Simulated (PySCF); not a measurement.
NMR shielding calculation of C₅H₆Cl₂O₂Si

The run: NMR shielding calculation of C₅H₆Cl₂O₂Si. Method and program: GIAO PBE0/pcSseg-1 NMR shielding, non-relativistic, gas phase (PySCF 2.14.0).

The geometry comes from this level: GFN2-xTB. It belongs to a series of runs on one base structure; here: H on Si replaced by OCHO. Figures and captions count atoms from 1; the log counts them from 0 in places.

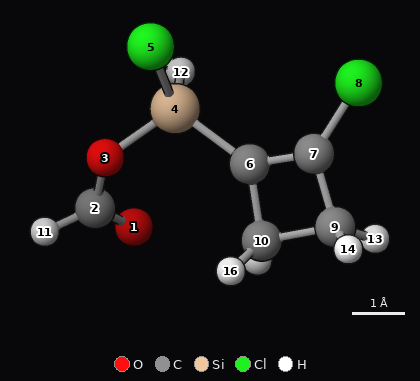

**Figure 1.** The structure as given in the input (ball-and-stick view, seen at a tilt; atoms are numbered from 1 in the order of the input).

## The input
```
{"job": {"kind": "nmr", "xc": "PBE0", "basis": "pcSseg-1"}, "charge": 0, "multiplicity": 1}
O      2.280507    -1.286249    -0.561850
C      2.537823    -0.180566    -0.928104
O      2.161229     0.929281    -0.340553
Si     1.231671     1.038139     1.049428
Cl     1.102062     3.019528     1.255897
C     -0.421493     0.239265     0.722105
C     -1.621470     0.235705     1.325522
Cl    -2.238513     1.024011     2.695191
C     -2.275452    -0.722147     0.379360
C     -0.903630    -0.742534    -0.336420
H      3.137338     0.042882    -1.827771
H      1.982690     0.437459     2.142783
H     -2.580237    -1.667719     0.822495
H     -3.099769    -0.312948    -0.200972
H     -0.387171    -1.698810    -0.324224
H     -0.913184    -0.346352    -1.349334
```

The first line tells a small driver script what to run in PySCF; the rest is the geometry in Å.

Launched with:
```bash
OMP_NUM_THREADS=1 python <driver script> task.json out
```

## Log
```
coarse grid: 16200 points
cycle   1  E = -1553.3888482957  dE =  1.841e+00  |g| = 9.576e-01  |ddm| = 3.989e+00
cycle   2  E = -1553.0844006033  dE =  3.044e-01  |g| = 1.596e+00  |ddm| = 1.606e+00
cycle   3  E = -1553.5502099262  dE = -4.658e-01  |g| = 2.765e-01  |ddm| = 1.088e+00
cycle   4  E = -1553.5635060994  dE = -1.330e-02  |g| = 8.351e-02  |ddm| = 2.224e-01
cycle   5  E = -1553.5645769925  dE = -1.071e-03  |g| = 2.380e-02  |ddm| = 6.412e-02
cycle   6  E = -1553.5646949461  dE = -1.180e-04  |g| = 6.287e-03  |ddm| = 2.780e-02
cycle   7  E = -1553.5647015927  dE = -6.647e-06  |g| = 3.468e-03  |ddm| = 7.723e-03
cycle   8  E = -1553.5647043698  dE = -2.777e-06  |g| = 6.435e-04  |ddm| = 3.012e-03
final grid: 146112 points
cycle   9  E = -1553.6424988342  dE = -3.230e-05  |g| = 1.247e-02  |ddm| = 3.399e-02
cycle  10  E = -1553.6424605297  dE =  3.830e-05  |g| = 1.875e-02  |ddm| = 2.109e-02
cycle  11  E = -1553.6425272292  dE = -6.670e-05  |g| = 2.254e-03  |ddm| = 1.300e-02
cycle  12  E = -1553.6425280083  dE = -7.791e-07  |g| = 8.621e-04  |ddm| = 1.838e-03
cycle  13  E = -1553.6425281395  dE = -1.312e-07  |g| = 1.265e-04  |ddm| = 6.276e-04
cycle  14  E = -1553.6425281426  dE = -3.117e-09  |g| = 3.702e-05  |ddm| = 1.332e-04
cycle  15  E = -1553.6425281429  dE = -3.056e-10  |g| = 1.030e-05  |ddm| = 4.138e-05
```

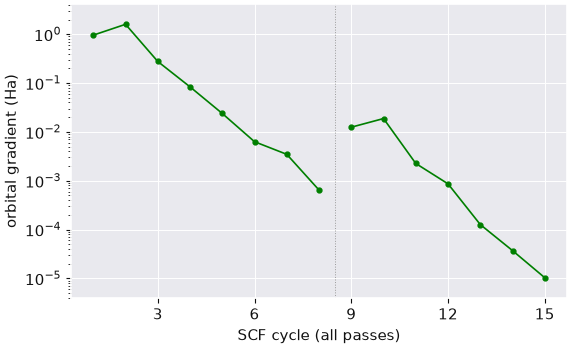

**Figure 2.** Convergence of the self-consistent field: orbital gradient against the SCF cycle. The dotted line marks the change from a coarse to the final integration grid. The first 8 cycles use a coarse grid, the final grid takes over at cycle 9, and the field converges after 15 cycles in all.

```
converged SCF energy = -1553.6425281429

GIAO shielding tensors (ppm)
atom      isotropic    diamagn.    paramagn.     s11        s22        s33       span
  0 O     -130.449     403.703    -534.152   -398.775   -244.055    251.483    650.257
  1 C       22.333     246.033    -223.700    -80.279     68.445     78.833    159.112
  2 O      112.877     400.272    -287.395    -23.609    153.395    208.844    232.454
  3 Si     367.709     879.873    -512.164    334.225    371.763    397.138     62.913
  4 Cl     932.004    1148.418    -216.414    843.294    948.558   1004.161    160.867
  5 C       38.390     258.456    -220.066    -65.547     55.817    124.899    190.446
  6 C       24.840     257.983    -233.143    -88.270     45.378    117.411    205.681
  7 Cl     671.394    1147.138    -475.743    412.735    668.685    932.763    520.028
  8 C      145.055     253.445    -108.391    133.721    138.223    163.221     29.501
  9 C      155.961     247.433     -91.472    139.606    161.029    167.247     27.641
 10 H       23.652      25.492      -1.839     19.056     23.410     28.491      9.435
 11 H       25.830      28.212      -2.382     23.043     23.703     30.744      7.701
 12 H       28.824      29.633      -0.809     25.516     27.047     33.910      8.395
 13 H       28.837      29.859      -1.022     25.659     26.930     33.923      8.264
 14 H       28.927      31.143      -2.217     24.836     28.022     33.921      9.086
 15 H       29.274      31.737      -2.463     25.933     28.076     33.813      7.880
```

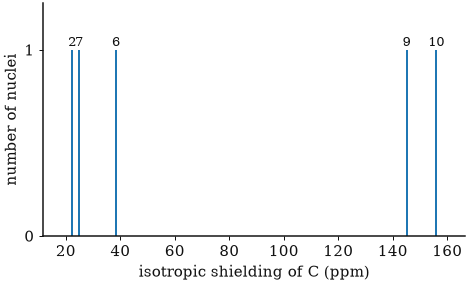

**Figure 3.** Isotropic shieldings of the carbon nuclei in this fixed geometry, labelled by atom number; shielding grows to the right, so chemical shift grows to the left. The least shielded is C2 (22.3 ppm), the most shielded C10 (156.0 ppm).

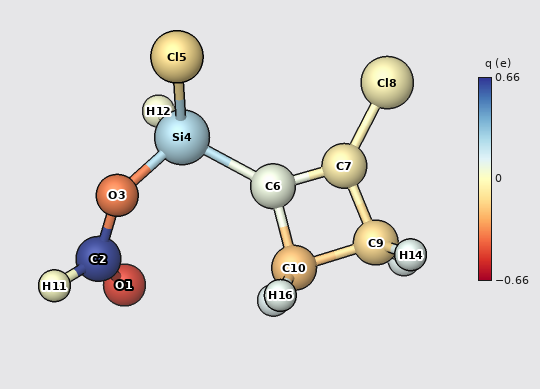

**Figure 4.** ESP-fitted charges, as the colour of each atom (ball-and-stick view, seen on its broad side; atoms are numbered from 1 in the order of the input). By element: O −0.50 to −0.36, C −0.21 to +0.62, Si +0.26, Cl −0.12 to −0.04 and H +0.01 to +0.12 e.

## Results in brief

| quantity | value |
| --- | --- |
| outcome | converged |
| total energy | −1553.642528 hartree |
| HOMO | −7.51 eV |
| LUMO | −0.98 eV |
| dipole moment | 1.48 D |
| isotropic shielding, O | −130.4 to 112.9 ppm |
| isotropic shielding, C | 22.3 to 156.0 ppm |
| isotropic shielding, Si | 367.7 ppm |
| isotropic shielding, Cl | 671.4 to 932.0 ppm |
| isotropic shielding, H | 23.7 to 29.3 ppm |
| hardware | 1 CPU thread, shared host |
| wall time | 2.2 min |
| peak memory | 1 GiB |
